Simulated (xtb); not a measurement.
# Frequency calculation of C4H8MoO5 (charge −1) (part 2 of 2)

The same run, continued: C4H8MoO5, charge −1, multiplicity 2, SMILES [O]=[Mo-]12([O]CC[O]1)[O]CC[O]2; GFN1-xTB (xtb 6.7.1). The geometry was optimised with GFN1-xTB.

Geometry of the input (Å):
```
Mo 0.0019  0.0018  0.6891
O  0.0067  0.0063  2.3615
O  1.8449  0.1226  0.1110
C  2.4229  1.3652  -0.1029
C  1.2831  2.4032  -0.3230
O  0.0784  1.8120  0.0313
H  3.0925  1.3427  -0.9870
H  3.0440  1.6678  0.7665
H  1.2623  2.7233  -1.3857
H  1.4738  3.3121  0.2840
O  -1.8443  -0.1221  0.1223
C  -2.4234  -1.3658  -0.0814
C  -1.2849  -2.4048  -0.3034
O  -0.0783  -1.8118  0.0413
H  -3.0988  -1.3481  -0.9612
H  -3.0389  -1.6640  0.7936
H  -1.2702  -2.7296  -1.3648
H  -1.4720  -3.3109  0.3088
```

What the program printed, continued
```
 ---------------------------------------------------------------------------
     1  42 Mo   5.346 --     2 O    1.901     6 O    0.800    14 O    0.800
                            11 O    0.787     3 O    0.787
     2   8 O    2.080 --     1 Mo   1.901
     3   8 O    1.955 --     4 C    1.003     1 Mo   0.787
     4   6 C    3.957 --     3 O    1.003     7 H    0.969     8 H    0.962
                             5 C    0.946
     5   6 C    3.955 --     6 O    1.000     9 H    0.967    10 H    0.966
                             4 C    0.946
     6   8 O    1.962 --     5 C    1.000     1 Mo   0.800
Molecule has the following symmetry elements: (C2)
It seems to be the C2 point group
     7   1 H    1.020 --     4 C    0.969
     8   1 H    1.016 --     4 C    0.962
     9   1 H    1.018 --     5 C    0.967
    10   1 H    1.018 --     5 C    0.966
    11   8 O    1.955 --    12 C    1.003     1 Mo   0.787
    12   6 C    3.957 --    11 O    1.003    15 H    0.969    16 H    0.962
                            13 C    0.946
    13   6 C    3.955 --    14 O    1.000    17 H    0.967    18 H    0.966
                            12 C    0.946
    14   8 O    1.962 --    13 C    1.000     1 Mo   0.800
    15   1 H    1.020 --    12 C    0.969
    16   1 H    1.016 --    12 C    0.962
    17   1 H    1.018 --    13 C    0.967
    18   1 H    1.018 --    13 C    0.966
 ---------------------------------------------------------------------------

Topologies differ in total number of bonds
Writing topology from bond orders to xtbtopo.mol

 dipole moment from electron density (au)
     X       Y       Z
  -0.0069  -0.0064  -2.4521  total (Debye):    6.233

           -------------------------------------------------
          |               Frequency Printout                |
           -------------------------------------------------
 projected vibrational frequencies (cm⁻¹)
eigval :       -0.00    -0.00    -0.00    -0.00     0.00     0.00
eigval :       31.06    48.67    78.43   117.07   133.62   161.52
eigval :      245.24   245.43   263.19   327.84   354.30   413.32
eigval :      431.21   532.17   549.12   676.42   695.08   847.46
eigval :      848.88   926.34   927.41   951.12  1108.68  1112.35
eigval :     1118.56  1124.24  1143.03  1146.15  1259.45  1259.53
eigval :     1271.39  1271.64  1342.22  1343.26  1345.17  1346.26
eigval :     1505.53  1505.56  1511.84  1513.88  2832.00  2832.20
eigval :     2846.96  2847.41  2857.09  2857.61  2863.63  2867.36
 reduced masses (amu)
   1: 28.33   2: 23.11   3: 44.41   4: 29.58   5: 39.09   6: 19.22   7:  8.12   8:  8.23
   9: 24.65  10: 13.20  11: 13.14  12: 22.69  13: 20.99  14: 23.98  15: 18.76  16: 27.61
  17: 14.71  18: 58.79  19: 36.91  20: 16.79  21: 16.45  22: 12.01  23: 12.62  24:  3.40
  25:  3.56  26:  9.65  27:  9.61  28: 27.36  29: 13.14  30: 12.55  31: 13.20  32: 10.98
  33:  7.44  34:  8.96  35:  1.68  36:  1.67  37:  2.51  38:  2.51  39:  3.36  40:  3.43
  41:  3.38  42:  3.36  43:  1.85  44:  1.85  45:  1.82  46:  1.82  47:  1.87  48:  1.88
  49:  1.72  50:  1.70  51:  1.72  52:  1.76  53:  1.55  54:  1.52
 IR intensities (km·mol⁻¹)
   1:  3.07   2:  0.83   3:  5.86   4:  2.66   5:  3.25   6:  0.86   7:  0.02   8:  0.80
   9:  8.72  10:  0.01  11:  2.71  12:  1.65  13: 68.12  14: 29.54  15: 23.26  16: 55.30
  17:  0.11  18:196.92  19:214.15  20:104.66  21: 11.46  22:  1.47  23:124.42  24:  1.88
  25: 11.56  26:  6.28  27:  0.18  28:117.49  29:  0.67  30:235.10  31: 30.14  32:  6.10
  33: 46.94  34:  3.56  35:  3.37  36:  0.13  37:  1.57  38: 13.26  39:  0.23  40: 22.57
  41:  2.96  42:  0.08  43:  0.24  44:  0.41  45: 14.93  46:  0.44  47: 20.25  48:  9.86
  49: 55.03  50:159.68  51:164.98  52:112.08  53:288.77  54: 99.82
 Raman intensities (Ä⁴*amu⁻¹)
   1:  0.00   2:  0.00   3:  0.00   4:  0.00   5:  0.00   6:  0.00   7:  0.00   8:  0.00
   9:  0.00  10:  0.00  11:  0.00  12:  0.00  13:  0.00  14:  0.00  15:  0.00  16:  0.00
  17:  0.00  18:  0.00  19:  0.00  20:  0.00  21:  0.00  22:  0.00  23:  0.00  24:  0.00
  25:  0.00  26:  0.00  27:  0.00  28:  0.00  29:  0.00  30:  0.00  31:  0.00  32:  0.00
  33:  0.00  34:  0.00  35:  0.00  36:  0.00  37:  0.00  38:  0.00  39:  0.00  40:  0.00
  41:  0.00  42:  0.00  43:  0.00  44:  0.00  45:  0.00  46:  0.00  47:  0.00  48:  0.00
  49:  0.00  50:  0.00  51:  0.00  52:  0.00  53:  0.00  54:  0.00
 output can be read by thermo (or use thermo option).
 writing <g98.out> molden fake output.
 recommended (thermochemical) frequency scaling factor: 1.0
           -------------------------------------------------
          |             Thermodynamic Functions             |
           -------------------------------------------------

c2  symmetry found (for desy threshold:  0.10E+00) used in thermo

          ...................................................
          :                      SETUP                      :
          :.................................................:
          :  # frequencies                          48      :
          :  # imaginary freq.                       0      :
          :  linear?                             false      :
          :  only rotor calc.                    false      :
          :  symmetry                               c2      :
          :  rotational number                       2      :
          :  scaling factor                  1.0000000      :
          :  rotor cutoff                   50.0000000 cm⁻¹ :
          :  imag. cutoff                  -20.0000000 cm⁻¹ :
          :.................................................:

    mode    ω/cm⁻¹     T·S(HO)/kcal·mol⁻¹    T·S(FR)/kcal·mol⁻¹   T·S(vib)
   ------------------------------------------------------------------------
       1     31.06    -1.71753 ( 12.96%)    -1.19729 ( 87.04%)    -1.26471
       2     48.67    -1.45225 ( 47.30%)    -1.06436 ( 52.70%)    -1.24783
       3     78.43    -1.17164 ( 85.83%)    -0.92305 ( 14.17%)    -1.13641
       4    117.07    -0.93861 ( 96.78%)    -0.80443 (  3.22%)    -0.93429
       5    133.62    -0.86262 ( 98.08%)    -0.76528 (  1.92%)    -0.86075
       6    161.52    -0.75490 ( 99.09%)    -0.70912 (  0.91%)    -0.75448
       7    245.24    -0.52609 ( 99.83%)    -0.58542 (  0.17%)    -0.52619
       8    245.43    -0.52569 ( 99.83%)    -0.58519 (  0.17%)    -0.52579
       9    263.19    -0.48911 ( 99.87%)    -0.56450 (  0.13%)    -0.48921
   ------------------------------------------------------------------------

   temp. (K)  partition function   enthalpy   heat capacity  entropy
                                   cal/mol     cal/K/mol   cal/K/mol   J/K/mol
 298.15  VIB  0.808E+04             5275.869     30.972     33.231
         ROT  0.388E+06              888.752      2.981     28.552
         INT  0.313E+10             6164.622     33.952     61.784
         TR   0.342E+28             1481.254      4.968     42.208
         TOT                        7645.8754    38.9206   103.9918   435.1017

       T/K    H(0)-H(T)+PV         H(T)/Eh          T*S/Eh         G(T)/Eh
   ------------------------------------------------------------------------
    298.15    0.121845E-01    0.139393E+00    0.494099E-01    0.899827E-01
   ------------------------------------------------------------------------

         :::::::::::::::::::::::::::::::::::::::::::::::::::::
         ::                  THERMODYNAMIC                  ::
         :::::::::::::::::::::::::::::::::::::::::::::::::::::
         :: total free energy         -38.665527734196 Eh   ::
         ::.................................................::
         :: total energy              -38.755510475487 Eh   ::
         :: zero point energy           0.127208129267 Eh   ::
         :: G(RRHO) w/o ZPVE           -0.037225387976 Eh   ::
         :: G(RRHO) contrib.            0.089982741291 Eh   ::
         :::::::::::::::::::::::::::::::::::::::::::::::::::::

           -------------------------------------------------
          | TOTAL ENERGY              -38.755510475487 Eh   |
          | TOTAL ENTHALPY            -38.616117868118 Eh   |
          | TOTAL FREE ENERGY         -38.665527734196 Eh   |
          | GRADIENT NORM               0.000046632643 Eh/α |
          | HOMO-LUMO GAP               2.518028150537 eV   |
           -------------------------------------------------

------------------------------------------------------------------------
------------------------------------------------------------------------
 total:
 *  cpu-time:     0 d,  0 h,  0 min,  5.689 sec
 * ratio c/w:     0.918 speedup
 SCF:
 *  cpu-time:     0 d,  0 h,  0 min,  0.059 sec
 * ratio c/w:     0.679 speedup
 analytical hessian:
 *  cpu-time:     0 d,  0 h,  0 min,  5.599 sec
 * ratio c/w:     0.922 speedup
```

File vibspectrum
```
$vibrational spectrum
#  mode     symmetry     wave number   IR intensity    selection rules
#                         cm**(-1)      (km*mol⁻¹)        IR
     1                      -0.00         0.00000          -
     2                      -0.00         0.00000          -
     3                      -0.00         0.00000          -
     4                      -0.00         0.00000          -
     5                       0.00         0.00000          -
     6                       0.00         0.00000          -
     7        a             31.06         0.01831         YES
     8        a             48.67         0.79581         YES
     9        a             78.43         8.71598         YES
    10        a            117.07         0.00652         NO
    11        a            133.62         2.71365         YES
    12        a            161.52         1.65119         YES
    13        a            245.24        68.12249         YES
    14        a            245.43        29.53939         YES
    15        a            263.19        23.26276         YES
    16        a            327.84        55.30467         YES
    17        a            354.30         0.10632         YES
    18        a            413.32       196.91963         YES
    19        a            431.21       214.14991         YES
    20        a            532.17       104.65941         YES
    21        a            549.12        11.46201         YES
    22        a            676.42         1.47451         YES
    23        a            695.08       124.41671         YES
    24        a            847.46         1.87661         YES
    25        a            848.88        11.56113         YES
    26        a            926.34         6.28213         YES
    27        a            927.41         0.18377         YES
    28        a            951.12       117.49246         YES
    29        a           1108.68         0.66997         YES
    30        a           1112.35       235.10081         YES
    31        a           1118.56        30.14191         YES
    32        a           1124.24         6.10318         YES
    33        a           1143.03        46.93932         YES
    34        a           1146.15         3.55590         YES
    35        a           1259.45         3.36628         YES
    36        a           1259.53         0.13470         YES
    37        a           1271.39         1.56866         YES
    38        a           1271.64        13.25523         YES
    39        a           1342.22         0.22584         YES
    40        a           1343.26        22.57375         YES
    41        a           1345.17         2.95883         YES
    42        a           1346.26         0.08034         YES
    43        a           1505.53         0.24171         YES
    44        a           1505.56         0.41022         YES
    45        a           1511.84        14.92519         YES
    46        a           1513.88         0.43983         YES
    47        a           2832.00        20.24737         YES
    48        a           2832.20         9.86255         YES
    49        a           2846.96        55.03263         YES
    50        a           2847.41       159.68006         YES
    51        a           2857.09       164.97995         YES
    52        a           2857.61       112.08404         YES
    53        a           2863.63       288.77046         YES
    54        a           2867.36        99.81982         YES
$end
```

Standard error
```
normal termination of xtb
```

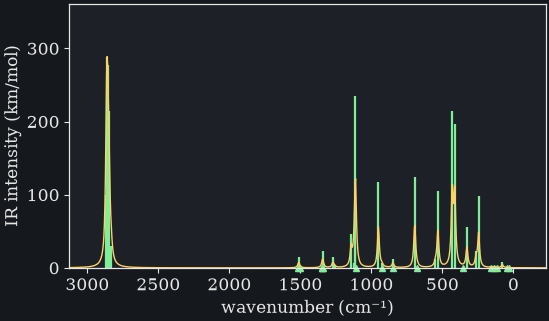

Figure 1. Harmonic infrared spectrum, unscaled: sticks (degenerate modes added up, dark ones marked on the axis) with a Lorentzian envelope of 16 cm⁻¹ full width, scaled to the tallest stick. 48 modes from 31 to 2867 cm⁻¹, none imaginary. The strongest line is at 2864 cm⁻¹ (289 km/mol).

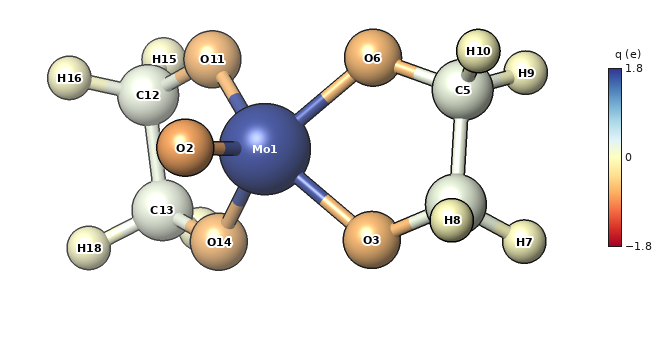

Figure 2. Mulliken charges, as the colour of each atom (ball-and-stick view, seen at a tilt; atoms are numbered from 1 in the order of the input). By element: Mo +1.68, O −0.75 to −0.64, C +0.20 and H −0.03 to −0.02 e.

Results in brief

| quantity | value |
| --- | --- |
| outcome | converged |
| electrons treated | 61 |
| total energy | −38.755510 hartree |
| dispersion energy | −0.008201 hartree |
| basis functions | 62 |
| zero-point energy | 0.127208 hartree |
| wavenumbers, lowest and highest | 31 and 2867 cm⁻¹ |
| hardware | 1 thread of Intel Xeon @ 2.50GHz (Skylake/Cascade Lake), 189 GiB of memory available, shared host |
| wall time | 6.4 s |
| peak memory | 0.073 GiB |

Settings chosen away from the usual ones: method = gfn1-xtb; task = frequencies; x = {"hess_scc_accuracy": 1}; geo = {"prev": "A"}. The record of the run, not the program, notes: no spin polarisation: high-spin states lie too high.
